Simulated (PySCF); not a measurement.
## Frequency calculation, with input and output: WOBr2

The run: frequency calculation of WOBr2. Method and program: RKS-based B3LYP, W def2-SVP with ECP60, O def2-SVP, Br def2-SVP; non-relativistic Hamiltonian with a scalar-relativistic core potential; density fitting (PySCF 2.14.0).

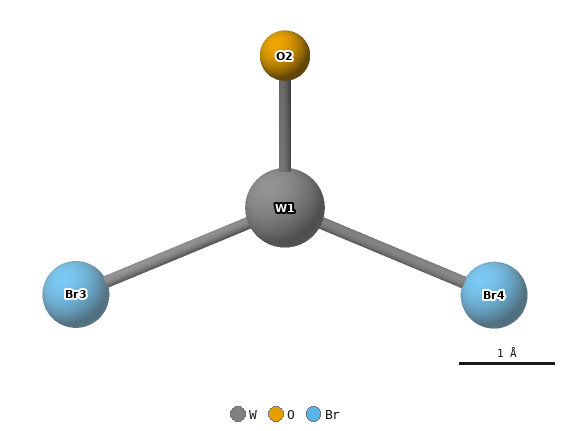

Fig. 1: The structure (ball-and-stick view, seen at a tilt; atoms are numbered from 1 in the order of the input). Sticks mark near contacts.

## The input
```python
from pyscf import gto, scf, dft
mol = gto.M(atom='''
W     -0.283505     0.000000    -0.203391
O     -1.648455     0.000000    -1.182627
Br    -0.785599     0.000000     2.145339
Br     1.780526     0.000000    -1.431564''',
    basis={'W': 'def2-SVP', 'O': 'def2-SVP', 'Br': 'def2-SVP'},
    ecp={'W': 'def2-SVP'},
    charge=0, spin=0)
mf = dft.RKS(mol, xc='B3LYP')
mf.grids.atom_grid = (75, 302)
aux = {'W': 'def2-universal-JKFIT', 'O': 'def2-universal-JKFIT', 'Br': 'def2-universal-JKFIT'}
mf = mf.density_fit(auxbasis=aux)
mf.conv_tol = 1e-09
mf.diis_space = 10
mf.max_cycle = 60
mf.verbose = 4
mf.kernel()
```

The script is an equivalent of the set-up of the self-consistent field. The run itself was carried out by a driver, which started from the orbitals of the step before it where there was one and computed the further properties.

Run as:
```bash
OMP_NUM_THREADS=2 python axn.py task.json out
```

## Output
```
init E= -5290.13554832579
  HOMO = -0.236403018588994  LUMO = -0.146953586778452  gap/eV = 2.43404
cycle= 1 E= -5290.13554832547  delta_E= 3.18e-10  |g|= 3.69e-05  |ddm|= 5.84e-05
  HOMO = -0.236416080537393  LUMO = -0.146965443723941  gap/eV = 2.43408
cycle= 2 E= -5290.13554832259  delta_E= 2.89e-09  |g|= 0.000115  |ddm|= 0.000153
  HOMO = -0.236407466758213  LUMO = -0.146957511315692  gap/eV = 2.43406
cycle= 3 E= -5290.13554832576  delta_E= -3.17e-09  |g|= 1.98e-05  |ddm|= 0.000106
  HOMO = -0.236406683925965  LUMO = -0.146956913634475  gap/eV = 2.43405
cycle= 4 E= -5290.13554832585  delta_E= -9.28e-11  |g|= 5.82e-07  |ddm|= 1.7e-05
  HOMO = -0.236406585047111  LUMO = -0.146956799927184  gap/eV = 2.43405
Extra cycle  E= -5290.13554832585  delta_E= 4.55e-12  |g|= 9.6e-07  |ddm|= 1.5e-06
converged SCF energy = -5290.13554832585
```

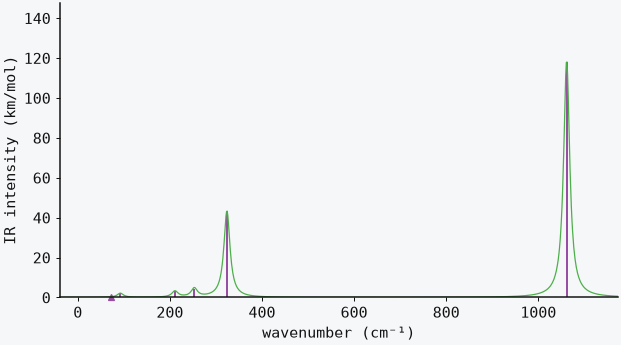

Fig. 2: Harmonic infrared spectrum, unscaled: sticks (degenerate modes added up, dark ones marked on the axis) with a Lorentzian envelope of 16 cm⁻¹ full width, scaled to the tallest stick. 6 modes from 72 to 1062 cm⁻¹, none imaginary. The strongest line is at 1062 cm⁻¹ (118 km/mol). All modes, in cm⁻¹ (km/mol): 72 (0.0), 92 (2.1), 211 (3.0), 253 (4.3), 324 (43), 1062 (118).

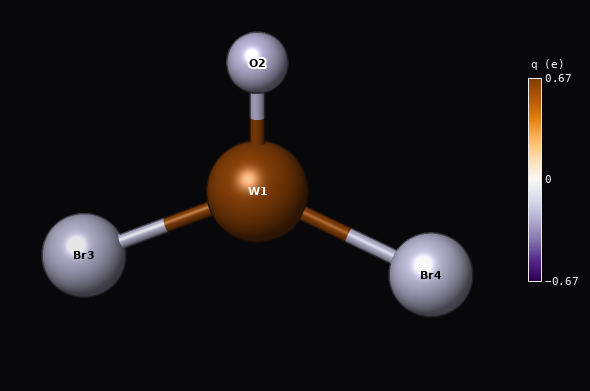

Fig. 3: Mulliken charges, as the colour of each atom (ball-and-stick view, seen at a tilt; atoms are numbered from 1 in the order of the input). By element: W +0.64, O −0.23 and Br −0.20 e.

## Results in brief

- outcome: converged
- total energy: −5290.135548 hartree
- HOMO: −6.43 eV
- LUMO: −4.00 eV
- zero-point energy: 0.004587 hartree
- dipole moment: 1.61 D
- wavenumbers, lowest and highest: 72 and 1062 cm⁻¹
- hardware: 2 threads of Arm Neoverse N1, 98 GiB of memory available, shared host
- wall time: 1.7 min (CPU time 3.1 min)
- peak memory: 1.2 GiB
